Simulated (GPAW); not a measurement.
The Pd L₃ edge of atom 1 in Pd (Palladium, Fm-3m), with 12 Pd at 2.75 Å (cuboctahedral, site symmetry m-3m), was computed in 2 ways: excited-electron core hole (neutral cell) and no core hole. Program and functional: GPAW, LDA, Gaussian full width 2.25 eV up to 4 eV, rising linearly to 3.5 eV at 25 eV; cells of 1 and 16 atoms (the run without a hole in the smaller).

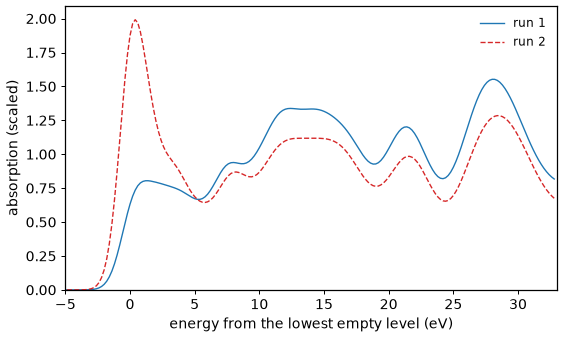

Each run is counted from its own lowest empty level or Fermi level and scaled to a mean of 1 over its first 20 eV.

Q: Which run is which?

Run 1: excited-electron core hole (neutral cell) (area from −2 to 6 eV 5.0, main maxima 1.4 eV (0.80), 12.4 eV (1.34), 21.4 eV (1.20) and 28.0 eV (1.55)). Run 2: no core hole (area from −2 to 6 eV 8.7, main maxima 0.4 eV (1.99), 14.4 eV (1.12), 21.6 eV (0.98) and 28.4 eV (1.28)). With each curve scaled to its own mean, the area from −2 to 6 eV with the hole is 5.0 against 8.7, and the centre of weight from −1 to 20 eV moves by +1.9 eV (first and strongest maxima below 20 eV: 0.4 eV (1.99) and 14.4 eV (1.12) without the hole, 1.4 eV (0.80) and 12.4 eV (1.34) with it): the near-edge weight falls against the higher-lying part.

[Hosts, paths, dates, database ids (printed as entryN), source tags and the programs' standing remarks are cut or masked in the printed files.]

[Lists of maxima count a maximum above −3 eV only where it reaches 4 % of the highest in the window and stands out from its surroundings by 2 % of it (1.5 % where it reaches 55 %); shoulders and weaker maxima are passed over, and of the rest the first, up to two pre-edge ones and the few strongest are named.]
